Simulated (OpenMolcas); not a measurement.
**CoH$_{8}$O$_{4}$F$_{2}$: single-point calculation (part 2 of 2)**

The same run, continued: CoH$_{8}$O$_{4}$F$_{2}$ (trans-CoF2(H2O)4), multiplicity 4; CASPT2/ANO-RCC-VDZ, DKH2 (OpenMolcas 26.06). The geometry is that of the parent species in another charge or spin state. The geometry comes from this level: GFN2-xTB.

Geometry of the input (Å):
```
Co -0.0101  -0.0012  -0.0017
F  0.0095  -0.0336  1.7049
F  -0.0283  0.0295  -1.7069
O  2.3325  0.1232  -0.0189
H  2.4409  -0.4408  -0.7908
H  2.4582  -0.4294  0.7587
O  -2.3491  -0.1126  -0.0328
H  -2.4371  0.3873  -0.8507
H  -2.4867  0.5017  0.6945
O  -0.0593  2.3180  0.0123
H  0.4742  2.4234  -0.7818
H  0.5289  2.4229  0.7668
O  0.0779  -2.3194  0.0306
H  -0.5764  -2.4635  -0.6601
H  -0.3753  -2.4054  0.8758
```

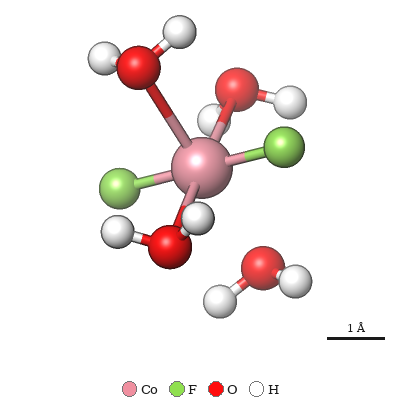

Fig. 1: The structure as given in the input (ball-and-stick view, seen at a tilt). Sticks mark near contacts.

## Output, continued
```
      ************************************************************************************************************************
      *                                            Wave function control section                                             *
      ************************************************************************************************************************

                                         RASSCF iterations: Energy and convergence statistics
                                         ----------------------------------------------------

          iter iter root      energy       change     param      element    value   shift minimum  type update hh:mm:ss
 Nr of preliminary CI iterations:   1
      Total energies have been shifted. Add                -1000.00 au
        1   1    8    1  -895.37541418    0.00E+00   1.09E-02   12  44 1  2.52E-02*  0.34   0.00    SX    NO    0:00:00
        2   1    8    1  -895.37688289   -1.47E-03*  4.96E-03   13  95 1 -1.13E-02*  0.34   0.00    SX    NO    0:00:00
        3   1    8    1  -895.37707501   -1.92E-04*  2.22E-03   13  95 1  4.32E-03*  0.34   0.00    SX    NO    0:00:00
        4   1    8    1  -895.37711939   -4.44E-05*  1.60E-03   13  95 1 -4.14E-03*  0.34   0.00    SX    NO    0:00:00
        5   1    7    1  -895.37713201   -1.26E-05* -8.77E-04   13  95 1  2.90E-03*  0.34   0.66    QN   YES    0:00:00
        6   1    7    1  -895.37714120   -9.19E-06*  6.11E-04   41  87 1 -3.52E-04*  0.34   1.22    QN   YES    0:00:00
        7   1    6    1  -895.37714237   -1.17E-06*  4.56E-04   40  88 1  1.56E-04*  0.34   1.30    QN   YES    0:00:00
        8   1    6    1  -895.37714258   -2.15E-07*  2.05E-04   40  88 1  7.58E-05   0.34   1.20    QN   YES    0:00:00
        9   1    5    1  -895.37714262   -3.83E-08*  1.27E-04   40  87 1 -5.55E-05   0.34   1.35    QN   YES    0:00:00
       10   1    5    1  -895.37714264   -1.77E-08*  4.14E-05   41  87 1 -5.26E-05   0.34   1.16    QN   YES    0:00:00
       11   1    5    1  -895.37714265   -9.64E-09   7.10E-05   41  87 1 -4.41E-05   0.34   1.28    QN   YES    0:00:00
      Convergence after 11 iterations
       12   1    5    1  -895.37714267   -2.11E-08*  7.10E-05    2  92 1  4.98E-05   0.34   1.28    QN   YES    0:00:00

      ************************************************************************************************************************
                                                      Wave function printout:
                       occupation of active orbitals, and spin coupling of open shells (u,d: Spin up or down)
      ************************************************************************************************************************

      Note: transformation to natural orbitals
      has been made, which may change the order of the CSFs.

      printout of CI-coefficients larger than  0.05 for root  1
      energy=   -1895.377143
      conf/sym  11111     Coeff  Weight
             2  2u2uu   0.93262 0.86979
             6  u2u2u  -0.36085 0.13021

      Natural orbitals and occupation numbers for root  1
      sym 1:   1.869788   1.130212   1.869788   1.130212   1.000000

      ************************************************************************************************************************
      *                                                    Final results                                                     *
      ************************************************************************************************************************

++    Final optimization conditions:
      ------------------------------

      Average CI energy                           -1895.37714267
      RASSCF energy for state  1                  -1895.37714267
      Super-CI energy                                -0.00000000
      RASSCF energy change                           -0.00000002
      Max change in MO coefficients               1.060E-04
      Max non-diagonal density matrix element     7.099E-05
      Maximum BLB matrix element                  4.982E-05
      (orbital pair   2,  92 in symmetry   1)
      Norm of electronic gradient            1.433E-04
--

      Final state energy(ies):
      ------------------------

::    RASSCF root number  1 Total energy:  -1895.37714267
      Von Neumann Entropy (Root   1) =  1.61223

      Mulliken population analysis for root number:  1
      -----------------------------------------------

++    Molecular charges:
      ------------------

      Mulliken charges per centre
      ---------------------------

                CO1     F2      F3      O4      H5      H6      O7      H8      H9      O10     H11     H12
      Total   25.8335  9.8049  9.8043  8.7381  0.5756  0.5789  8.7378  0.5746  0.5787  8.7377  0.5736  0.5751

      N-E      1.1665 -0.8049 -0.8043 -0.7381  0.4244  0.4211 -0.7378  0.4254  0.4213 -0.7377  0.4264  0.4249

                O13     H14     H15
      Total    8.7390  0.5773  0.5709

      N-E     -0.7390  0.4227  0.4291

      Total electronic charge=   85.000000

      Total            charge=   -0.000000
--

      Expectation values of various properties for root number:  1
      -----------------------------------------------------------

++    Molecular properties:
      ---------------------

      Charge (e):
                      =   -0.0000
      Dipole Moment (debye):
      Origin of the operator (angstrom)=   -0.0053   -0.0000   -0.0016
                   X=  5.4028E-02               Y= -4.3530E-02               Z=  5.9503E-02           Total=  9.1403E-02
      Quadrupole Moment (debye*angstrom):
      Origin of the operator (angstrom)=   -0.0053   -0.0000   -0.0016
                  XX= -4.3071E+01              XY= -7.1279E-02              XZ=  5.4188E-01              YY= -4.3807E+01
                  YZ= -5.3493E-01              ZZ= -6.2022E+01
      In traceless form (debye*angstrom)
                  XX=  9.8440E+00              XY= -1.0692E-01              XZ=  8.1282E-01              YY=  8.7393E+00
                  YZ= -8.0240E-01              ZZ= -1.8583E+01
--

      Mulliken spin population analysis for root number:  1
      ---------------------------------------------------

++    Molecular charges:
      ------------------

      Mulliken spin population per centre
      ---------------------------

                CO1     F2      F3      O4      H5      H6      O7      H8      H9      O10     H11     H12
      Total    2.9297  0.0362  0.0365  0.0017 -0.0013 -0.0012  0.0017 -0.0012 -0.0014  0.0022 -0.0013 -0.0013

                O13     H14     H15
      Total    0.0022 -0.0014 -0.0012

      Total electronic spin=    3.000000
--

      LoProp population analysis for root number:  1
      -----------------------------------------------

++    LoProp analysis:
      ----------------

++    Static properties:
      ------------------

      LoProp Charges per center

                   CO1      F2       F3       O4       H5       H6       O7       H8       H9       O10
      Nuclear     27.0000   9.0000   9.0000   8.0000   1.0000   1.0000   8.0000   1.0000   1.0000   8.0000
      Electronic -25.4630  -9.8473  -9.8470  -8.6658  -0.6476  -0.6483  -8.6656  -0.6472  -0.6486  -8.6659

      Total        1.5370  -0.8473  -0.8470  -0.6658   0.3524   0.3517  -0.6656   0.3528   0.3514  -0.6659

                   H11      H12      O13      H14      H15
      Nuclear      1.0000   1.0000   8.0000   1.0000   1.0000
      Electronic  -0.6466  -0.6472  -8.6663  -0.6478  -0.6459

      Total        0.3534   0.3528  -0.6663   0.3522   0.3541
--

      Natural Bond Order analysis for root number:  1

++    Natural Bond Order analysis
      ---------------------------
      Based on LoProp computed density
      -------------------------------------------------------------------------------------
      Atom A       Atom B       Bond Order
      -------------------------------------------------------------------------------------
      NBO located      0.978 non-bonded electrons on atom CO1
      NBO located      0.982 non-bonded electrons on atom CO1
      NBO located      0.984 non-bonded electrons on atom CO1
      NBO located      0.997 non-bonded electrons on atom CO1
      NBO located      0.997 non-bonded electrons on atom CO1
      NBO located      0.999 non-bonded electrons on atom CO1
      NBO located      1.000 non-bonded electrons on atom CO1
      NBO located      1.000 non-bonded electrons on atom CO1
      NBO located      1.000 non-bonded electrons on atom CO1
      NBO located      1.000 non-bonded electrons on atom CO1
      NBO located      0.918 non-bonded electrons on atom F2
      NBO located      1.000 non-bonded electrons on atom F2
      NBO located      1.001 non-bonded electrons on atom F2
      NBO located      0.987 non-bonded electrons on atom F2
      NBO located      0.917 non-bonded electrons on atom F3
      NBO located      0.987 non-bonded electrons on atom F3
      NBO located      1.000 non-bonded electrons on atom F3
      NBO located      1.000 non-bonded electrons on atom F3
      NBO located      1.000 non-bonded electrons on atom O4
      NBO located      1.000 non-bonded electrons on atom O4
      NBO located      1.000 non-bonded electrons on atom O7
      NBO located      1.000 non-bonded electrons on atom O7
      NBO located      0.999 non-bonded electrons on atom O10
      NBO located      0.997 non-bonded electrons on atom O10
      NBO located      1.000 non-bonded electrons on atom O13
      NBO located      1.000 non-bonded electrons on atom O13
      The remaining   18.882 electrons are to be considered as diffuse
--

--

      Average orbitals are written to the RASORB file
      Natural orbitals for root   1 are written to the RASORB.1 file
      Spin density orbitals for root   1 are written to the SPDORB.1 file

--- Stop Module: rasscf /rc=_RC_ALL_IS_WELL_ ---
--- Module rasscf spent 5 seconds ---

--- Start Module: caspt2 ---

                                              &CASPT2

                       available to each process: 1.9 GB of memory, 1 thread

++    Wave function specifications:
      -----------------------------

      Number of closed shell electrons          54
      Number of electrons in active shells       7
      Max number of holes in RAS1 space          0
      Max number of electrons in RAS3 space      0
      Number of inactive orbitals               27
      Number of active orbitals                  5
      Number of secondary orbitals              53
      Spin quantum number                      1.5
      State symmetry                             1
      Number of CSFs                            10
      Number of CASSCF root(s) available         1
      CASPT2 state passed to geometry opt.       1
      A file JOBMIX will be created
      This is a CASSCF or RASSCF reference function
--

++    Orbital specifications:
      -----------------------

      Symmetry species                           1
                                                 a
      Frozen orbitals                           12
      Inactive orbitals                         27
      Active orbitals                            5
      Secondary orbitals                        53
      Deleted orbitals                           0
      Number of basis functions                 97
--

++    CASPT2 specifications:
      ----------------------

      Type of calculation                        SS-CASPT2
      Fock operator                              state-specific
      IPEA shift                                 0.00
      Real shift                                 0.00
      Imaginary shift                            0.10
      The input orbitals will be transformed to quasi-canonical
--

--------------------------------------------------------------------------------
 Estimated memory requirements:
  POLY3 :                   250780
  RHS:                     1360736
  SIGMA :                  1331836
  PRPCTL:                        0
 Available workspace:    232483226

++ CASPT2 computation for group   1

********************************************************************************
 Multi-State initialization phase begins for group   1
--------------------------------------------------------------------------------
********************************************************************************
 Compute H0 matrices for state    1
--------------------------------------------------------------------------------
--------------------------------------------------------------------------------
 H0 matrices have been computed.

********************************************************************************
  CASPT2 EQUATION SOLUTION
--------------------------------------------------------------------------------

  Total nr of CASPT2 parameters:
   Before reduction:     1722971
   After  reduction:     1685921

 Variance of |WF0>:       4.2873519719

 The contributions to the second order correlation energy in atomic units.
-----------------------------------------------------------------------------------------------------------------------------
  IT.      VJTU        VJTI        ATVX        AIVX        VJAI        BVAT        BJAT        BJAI        TOTAL       RNORM
-----------------------------------------------------------------------------------------------------------------------------
   1    -0.000015   -0.004618   -0.001431   -0.011263   -0.028054   -0.104915   -0.107404   -0.789040   -1.046739    0.008064
   2    -0.000015   -0.004561   -0.001437   -0.011500   -0.028090   -0.105511   -0.107531   -0.789211   -1.047855    0.001505
   3    -0.000015   -0.004558   -0.001438   -0.011521   -0.028087   -0.105594   -0.107518   -0.789198   -1.047930    0.000544
   4    -0.000015   -0.004555   -0.001438   -0.011533   -0.028084   -0.105536   -0.107506   -0.789183   -1.047851    0.000066
   5    -0.000015   -0.004555   -0.001438   -0.011533   -0.028084   -0.105532   -0.107507   -0.789184   -1.047849    0.000021
   6    -0.000015   -0.004555   -0.001438   -0.011533   -0.028085   -0.105534   -0.107508   -0.789184   -1.047851    0.000004
-----------------------------------------------------------------------------------------------------------------------------

  FINAL CASPT2 RESULT:

      Reference energy:       -1895.3771426673
      E2 (Non-variational):      -1.0478512308
      Shift correction:          -0.0010798774
      E2 (Variational):          -1.0489311083
      Total energy:           -1896.4260737756
      Residual norm:              0.0000009148
      Reference weight:           0.76322

      Contributions to the CASPT2 correlation energy
      Active & Virtual Only:         -0.1069714552
      One Inactive Excited:          -0.1190558730
      Two Inactive Excited:          -0.8218239026

++ Denominators, etc.
--------------------------------------------------------------------------------------------------------------
 Report on small energy denominators, large coefficients, and large energy contributions.
CASE  SYMM ACTIVE-MIX  NON-ACTIVE INDICES          DENOMINATOR     RHS VALUE       COEFFICIENT     CONTRIBUTION
VJTU     1  Mu1.0001  In1.031                       0.29876496     -0.00000014     -0.00067324      0.00000000
VJTU     1  Mu1.0001  In1.032                       0.29675706     -0.00000029     -0.00039554      0.00000000
VJTU     1  Mu1.0001  In1.033                       0.29303080     -0.00000002      0.00142683     -0.00000000
VJTU     1  Mu1.0001  In1.034                       0.28360256      0.00000170      0.00058863      0.00000000
VJTU     1  Mu1.0002  In1.034                       0.29929280      0.00000574     -0.00835278     -0.00000005
VJTU     1  Mu1.0001  In1.035                       0.27974435     -0.00000354      0.00113819     -0.00000000
VJTU     1  Mu1.0002  In1.035                       0.29543459      0.00000278     -0.00403192     -0.00000001
VJTU     1  Mu1.0001  In1.036                       0.27664185      0.00000316      0.01453501      0.00000005
VJTU     1  Mu1.0002  In1.036                       0.29233209     -0.00000023      0.00074727     -0.00000000
VJTU     1  Mu1.0001  In1.037                       0.27394582      0.00000015      0.00013170      0.00000000
VJTU     1  Mu1.0002  In1.037                       0.28963606     -0.00000046      0.00064687     -0.00000000
VJTU     1  Mu1.0001  In1.038                       0.24974138     -0.00000002      0.00009779     -0.00000000
VJTU     1  Mu1.0002  In1.038                       0.26543162      0.00000006     -0.00005468     -0.00000000
VJTU     1  Mu1.0001  In1.039                       0.24703345      0.00000003     -0.00009350     -0.00000000
VJTU     1  Mu1.0002  In1.039                       0.26272369     -0.00000003      0.00001279     -0.00000000
ATVX     1  Mu1.0001  Se1.045                       0.06633659     -0.00008557      0.00091706     -0.00000008
ATVX     1  Mu1.0002  Se1.045                       0.15857588     -0.00009386      0.00050794     -0.00000005
ATVX     1  Mu1.0003  Se1.045                       0.17426612     -0.00003492      0.00023913     -0.00000001
ATVX     1  Mu1.0001  Se1.046                       0.11781305      0.00000100     -0.00001330     -0.00000000
ATVX     1  Mu1.0002  Se1.046                       0.21005235      0.00000397     -0.00002798     -0.00000000
ATVX     1  Mu1.0003  Se1.046                       0.22574259      0.00000945     -0.00006835     -0.00000000
ATVX     1  Mu1.0001  Se1.047                       0.11979353      0.00000024     -0.00000265     -0.00000000
ATVX     1  Mu1.0002  Se1.047                       0.21203282     -0.00000399      0.00002378     -0.00000000
ATVX     1  Mu1.0003  Se1.047                       0.22772306     -0.00000408      0.00004135     -0.00000000
ATVX     1  Mu1.0001  Se1.048                       0.16865081     -0.00000221     -0.00007420      0.00000000
ATVX     1  Mu1.0002  Se1.048                       0.26089010     -0.00050161      0.00298990     -0.00000150
ATVX     1  Mu1.0003  Se1.048                       0.27658034      0.00000577     -0.00001721     -0.00000000
ATVX     1  Mu1.0001  Se1.049                       0.18037230     -0.00000097      0.00001588     -0.00000000
ATVX     1  Mu1.0002  Se1.049                       0.27261159      0.00004386     -0.00025911     -0.00000001
ATVX     1  Mu1.0003  Se1.049                       0.28830183      0.00000002      0.00000874      0.00000000
ATVX     1  Mu1.0001  Se1.050                       0.21129520      0.00016104     -0.00244776     -0.00000039
ATVX     1  Mu1.0001  Se1.051                       0.22838790     -0.00002295      0.00030939     -0.00000001
ATVX     1  Mu1.0001  Se1.052                       0.23010658     -0.00000999      0.00012686     -0.00000000
ATVX     1  Mu1.0001  Se1.053                       0.25511332      0.00001538     -0.00021893     -0.00000000
BVATP    1  Mu1.0014  Se1.085 Se1.085               4.24098821     -0.10854570      0.02558965     -0.00277765
BVATP    1  Mu1.0009  Se1.087 Se1.087               4.72677203     -0.14460569      0.03054683     -0.00441725
BVATM    1  Mu1.0008  Se1.085 Se1.084               3.82660135     -0.10632932      0.02802313     -0.00297968
BVATM    1  Mu1.0010  Se1.087 Se1.085               4.51346437      0.15919439     -0.03528596     -0.00561733
BVATM    1  Mu1.0009  Se1.088 Se1.085               4.29190359      0.12132376     -0.02851389     -0.00345941
BVATM    1  Mu1.0007  Se1.088 Se1.087               4.53479383      0.13919986     -0.03094304     -0.00430727
--

   (Skipping property calculation,
    use PROP keyword to activate)
--

  Total CASPT2 energies:
::    CASPT2 Root  1     Total energy:  -1896.42607378

  A NEW JOBIPH FILE NAMED 'JOBMIX' IS PREPARED.
********************************************************************************
--- Stop Module: caspt2 /rc=_RC_ALL_IS_WELL_ ---
--- Module caspt2 spent 3 seconds ---

.##################.
.# Happy landing! #.
.##################.

    Timing: Wall=13.25 User=11.92 System=1.27
```

## Results in brief

| quantity | value |
| --- | --- |
| outcome | converged |
| total energy | −1896.426074 hartree |
| CASSCF energy | −1895.377143 hartree |
| basis functions | 97 |
| wall time | 14 s |
| peak memory | 0.16 GiB |
